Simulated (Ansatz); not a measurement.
**Single-point calculation, with input and output: SiNH$_{2}$Cl$_{2}$F**

The run: single-point calculation of SiNH$_{2}$Cl$_{2}$F, SMILES N[Si](F)(Cl)Cl. Method and program: RKS wB97M-V/def2-TZVPP (Ansatz 0.2.0).

The geometry comes from this level: PBE0-D4/def2-TZVP. Figures and captions count atoms from 1; the log counts them from 0 in places.

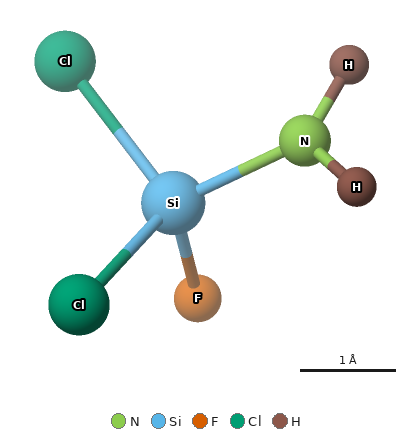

Fig. 1: The input geometry (ball-and-stick view, seen at a tilt). Bond lengths as drawn: Cl–Si 2.03 Å, F–Si 1.58 Å, H–N 1.01 Å and N–Si 1.68 Å.

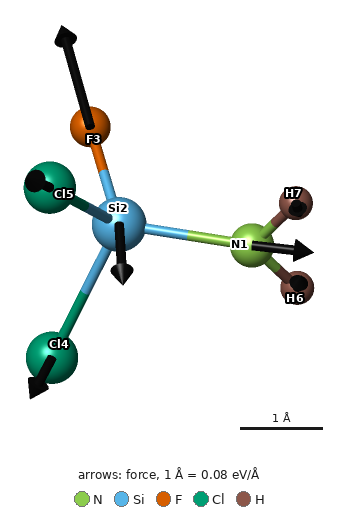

Fig. 2: Forces on the atoms as black arrows (ball-and-stick view, seen at a tilt; atoms are numbered from 1 in the order of the input). The largest act on F3 (0.13 eV/Å); Si2 (0.08 eV/Å); N1 (0.06 eV/Å); Cl4, Cl5 (0.05 eV/Å). The geometry is not a stationary point of this energy.

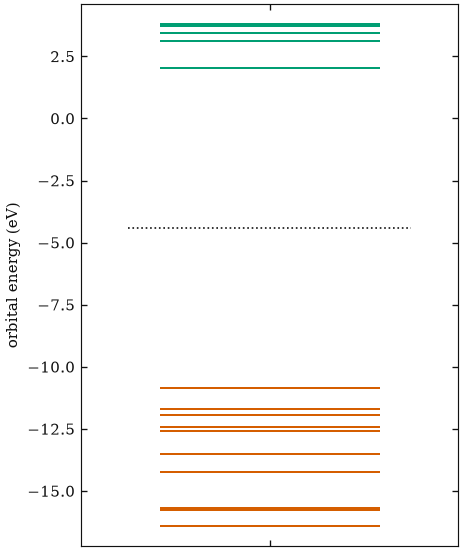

Fig. 3: Orbital energies near the frontier; the dotted line parts filled from empty levels, and levels within 0.02 eV of each other stand side by side. Highest filled −10.87 eV, lowest empty 2.02 eV, 12.89 eV apart.

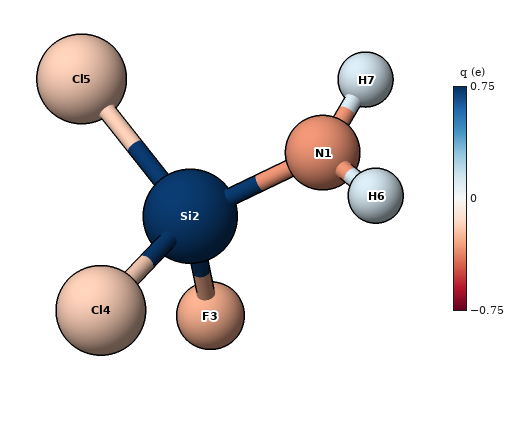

Fig. 4: Mulliken charges, as the colour of each atom (ball-and-stick view, seen at a tilt; atoms are numbered from 1 in the order of the input). By element: N −0.33, Si +0.72, F −0.27, Cl −0.19 and H +0.13 e.

The input and output of the run follow.

Input
```yaml
crystal:
  periodic: [false, false, false]
  atoms:
    - {symbol: N, position_ang: [-1.058957, 0.085790, 0.191689]}
    - {symbol: Si, position_ang: [0.586455, -0.079414, -0.080268]}
    - {symbol: F, position_ang: [1.377950, -0.829488, 1.069657]}
    - {symbol: Cl, position_ang: [0.881951, -1.181429, -1.756199]}
    - {symbol: Cl, position_ang: [1.429731, 1.759226, -0.216615]}
    - {symbol: H, position_ang: [-1.715346, -0.648844, -0.008655]}
    - {symbol: H, position_ang: [-1.440586, 0.826159, 0.754592]}
basis:
  gaussian: {orbitals: def2-TZVPP}
hamiltonian: {xc: {name: wB97M-V}}
output: {forces: true, orbitals: {seedname: orbitals}}
```

The program's output
```
Functional definition: wB97M-V
  name "wB97M-V"
  cite "Mardirossian & Head-Gordon, J. Chem. Phys. 144, 214110 (2016) doi:10.1063/1.4952647"
  cite "Becke, J. Chem. Phys. 107, 8554 (1997) doi:10.1063/1.475007"
  cite "Vydrov & Van Voorhis, J. Chem. Phys. 133, 244103 (2010) doi:10.1063/1.3521275"
  # Of w^i u^j: cxij and so on, Table III.
  parameter omega = 0.3/bohr
  parameter cx = 0.15
  parameter cx01 = 1.007
  parameter cx10 = 0.259
  parameter css00 = 0.443
  parameter css04 = -1.437
  parameter css10 = -4.535
  parameter css20 = -3.390
  parameter css43 = 4.278
  parameter cos00 = 1.000
  parameter cos10 = 1.358
  parameter cos20 = 2.924
  parameter cos21 = -8.812
  parameter cos60 = -1.390
  parameter cos61 = 9.142
  parameter b = 6.0
  parameter c = 0.01
  gx(w, u) = 1 - cx + cx01*u + cx10*w
  gss(w, u) = css00 + css04*u^4 + css10*w + css20*w^2 + css43*w^4*u^3
  gos(w, u) = cos00 + cos10*w + (cos20 + cos21*u)*w^2 + (cos60 + cos61*u)*w^6
  exchange = spin_sum(e_x_unif_sr(omega)*gx(b97_w, b97_u_x)) + cx*exact_x_sr(omega) + exact_x_lr(omega)
  correlation = spin_sum(e_c_pw_mod_same_spin*gss(b97_w, b97_u_same))
      + integral(e_c_pw_mod_opposite_spin*gos(b97_w_opposite, b97_u_opposite)) + vv10(b, c)
1340 factors; their error is unknown
231 factors; integrals over basis functions are off by at most 3.0e-5 eV
mean field evaluation 1: about -37163.3883 eV, gradient 5.5e1 eV
mean field evaluation 2: about -37163.8005 eV, gradient 5.5e1 eV
mean field evaluation 4: about -37168.5259 eV, gradient 1.8e0 eV
mean field evaluation 8: about -37168.5367 eV, gradient 2.9e-2 eV
mean field evaluation 16: about -37168.5794 eV, gradient 2.3e-5 eV
mean field -37168.57944705 eV, -1365.9201009109 hartree, gradient 2.3e-5 eV, S^2 0.000000; 0 other end points of the search recorded, 0 dependent functions left out
the calculation of the forces begins
reference -37168.57948780 eV, -1365.9201024087 hartree; 33, 33 occupied and 183, 183 virtual orbitals, 1340 factors
Total energy: -37168.57948780 eV, -1365.9201024087 hartree
Atom 0 at    -1.058957     0.085790     0.191689 Å, force    -0.060663     0.004044     0.013001 eV/Å
Atom 1 at     0.586455    -0.079414    -0.080268 Å, force    -0.026511     0.038017    -0.062660 eV/Å
Atom 2 at     1.377950    -0.829488     1.069657 Å, force     0.064850    -0.062940     0.096615 eV/Å
Atom 3 at     0.881951    -1.181429    -1.756199 Å, force     0.008400    -0.027092    -0.042624 eV/Å
Atom 4 at     1.429731     1.759226    -0.216615 Å, force     0.022289     0.046546    -0.004923 eV/Å
Atom 5 at    -1.715346    -0.648844    -0.008655 Å, force    -0.000663     0.019735     0.009645 eV/Å
Atom 6 at    -1.440586     0.826159     0.754592 Å, force    -0.007703    -0.018309    -0.009053 eV/Å
Dipole moment:    -0.525677     0.047987     0.096544 e Å
```

Key numbers

- outcome: converged
- total energy: −37168.5795 eV
- SCF solution under orbital rotations: stable
- HOMO: −10.87 eV
- LUMO: 2.02 eV
- largest force (length of the vector): 0.132 eV/Å
- dipole moment: 2.58 D
- hardware: 4 CPU threads, shared host
- wall time: 4.2 s (CPU time 15 s)
- peak memory: 0.79 GiB
